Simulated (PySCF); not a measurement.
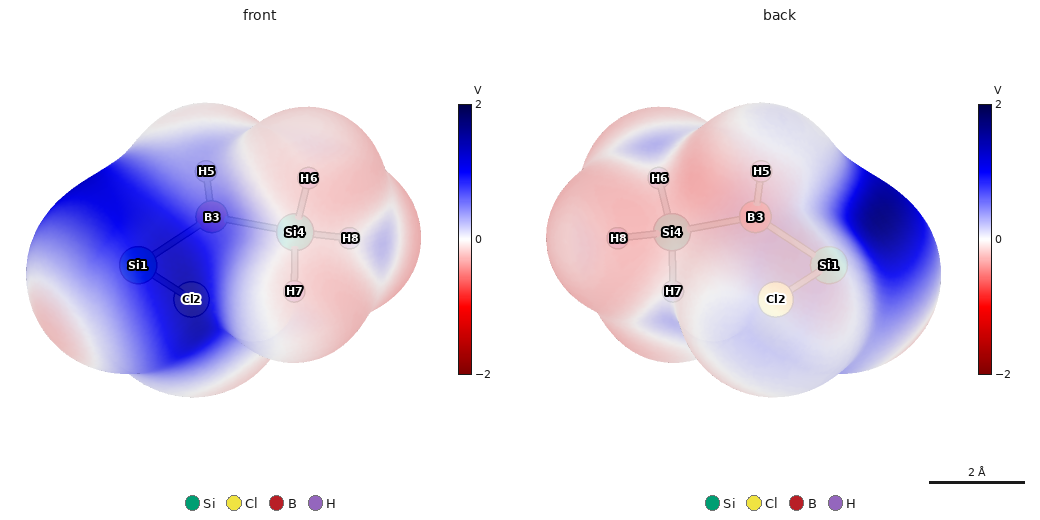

Figure 1: BClH₄Si₂. The molecular electrostatic potential painted on the density surface at 0.001 e/bohr³, seen from the front and from behind; red is negative and blue positive.

Geometry: PBE0-D3(BJ)/def2-SVP.

All numbers below come from PBE0/pcSseg-2, SCF density, gas phase, non-relativistic (PySCF).

```xyz
8

Si    1.5700   -1.1661   -1.4565
Cl   -0.3597   -0.4800   -2.3172
B     0.0311   -0.9517   -0.2656
Si   -0.1126    0.7694    0.7757
H    -0.6752   -1.8892    0.0278
H     0.2815    0.5142    2.1994
H     0.8072    1.8320    0.2470
H    -1.4961    1.3428    0.7615
```

Q: Describe the electrostatic potential map.

A: The most negative region (about −0.3 V) lies over H5, the most positive (about +1.6 V) over Si1.
